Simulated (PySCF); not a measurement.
**revPBE/def2-TZVPP run of CH2Se (methaneselone)**

What is the vertical singlet–triplet gap of CH2Se (methaneselone) at revPBE/def2-TZVPP? 

Program for the calculation: PySCF 2.14.0.

1 further run of the same task is left out (set aside as unsound or not needed).

## (1) The molecule

The species is CH2Se (4 atoms), meant as a singlet with charge 0. SMILES: `C=[Se]`. The shape is that of a PBE0-D4/def2-TZVP optimisation.

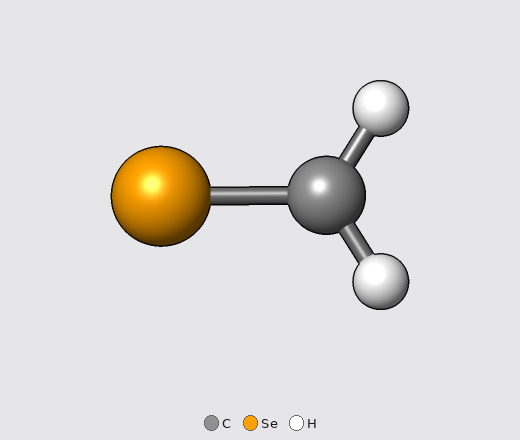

The structure, seen from a chosen angle (carbon grey, selenium orange, hydrogen white).

## (2) A single-point energy at revPBE/def2-TZVPP

The input, run.py:

```python
from pyscf import gto, dft

mol = gto.M(
    atom='''
C   -0.129440  -0.027430  -0.068180
Se   1.384110   0.293380   0.729180
H   -0.586530  -1.013730  -0.053570
H   -0.668140   0.747780  -0.607410
''',
    verbose=3,
    max_memory=1860,
    basis='def2-tzvpp',
    charge=0,
)

mf = dft.RKS(mol, xc='revpbe')
mf.grids.level = 5
mf.conv_tol = 1e-10
mf.kernel()
if not mf.converged:
    mf = mf.newton().run(mf.mo_coeff, mf.mo_occ)

e_tot = mf.e_tot
print('E(%s) = %.9f' % ('REVPBE', e_tot))
```

Run with:

```
$ OMP_NUM_THREADS=1 python run.py
```

The log of the run:

```text
converged SCF energy = -2440.62795656255
E(REVPBE) = -2440.627956563
```

It took 13 s on 1 thread of Arm Neoverse V1, shared host; peak memory 0.55 GiB.

## (3) The triplet, same level

The input, mol.xyz:

```xyz
4
CH2Se
C     -0.129440    -0.027430    -0.068180
Se     1.384110     0.293380     0.729180
H     -0.586530    -1.013730    -0.053570
H     -0.668140     0.747780    -0.607410
```

The input, input.py:

```python
from pyscf import gto, dft

mol = gto.M(
    atom='mol.xyz',
    basis='def2-tzvpp',
    verbose=3,
    max_memory=1860,
    spin=2,
)

mf = dft.UKS(mol)
mf.xc = 'revpbe'
mf.grids.level = 5
mf.conv_tol = 1e-10
mf.kernel()
if not mf.converged:
    mf = mf.newton().run(mf.mo_coeff, mf.mo_occ)

e_final = mf.e_tot
print(f'total energy: {e_final:.8f} hartree')
```

Run with:

```
$ OMP_NUM_THREADS=1 python input.py
```

The log of the run:

```text
WARN: HOMO -0.164445394369981 >= LUMO -0.237991581899216

WARN: HOMO -0.0522176265050156 >= LUMO -0.196784944795365

WARN: HOMO -0.140704017580259 >= LUMO -0.180686113918046

WARN: HOMO -0.137651732024885 >= LUMO -0.192097468572502

WARN: HOMO -0.14056112575944 >= LUMO -0.188430153933453

WARN: HOMO -0.139946013537639 >= LUMO -0.186897649841505

WARN: HOMO -0.140627987991625 >= LUMO -0.187335042031702

WARN: HOMO -0.140575540707303 >= LUMO -0.18718303497937

WARN: HOMO -0.140594148778526 >= LUMO -0.187192580223829

WARN: HOMO -0.140601000703526 >= LUMO -0.187199308365006

WARN: HOMO -0.140599464202467 >= LUMO -0.187198485921087

WARN: HOMO -0.140599944677504 >= LUMO -0.187198901877423

converged SCF energy = -2440.57420948004  <S^2> = 2.0047621  2S+1 = 3.003173
total energy: -2440.57420948 hartree
```

It took 27 s on 1 thread of Arm Neoverse V1, shared host; peak memory 0.56 GiB.

## (4) Outcome

Level: revPBE/def2-TZVPP.

| quantity | value |
| --- | --- |
| singlet: total energy | -2440.62796 Eh |
| singlet: dipole moment | 1.44 D |
| singlet: HOMO energy | -5.23 eV |
| singlet: LUMO energy | -3.61 eV |
| singlet: HOMO–LUMO gap | 1.62 eV |
| triplet: total energy | -2440.57421 Eh |
| triplet: dipole moment | 0.31 D |
| triplet: HOMO energy (highest over α and β) | -3.83 eV |
| triplet: ⟨S²⟩ | 2.005 |
| vertical energy of the triplet above the singlet | 1.463 eV |

At this shape the triplet lies 1.46 eV (141 kJ/mol) above the singlet. Mulliken charges (singlet) run from -0.17 on C1 to +0.11 on H3. Mulliken charges (triplet) run from -0.29 on C1 to +0.12 on Se2.
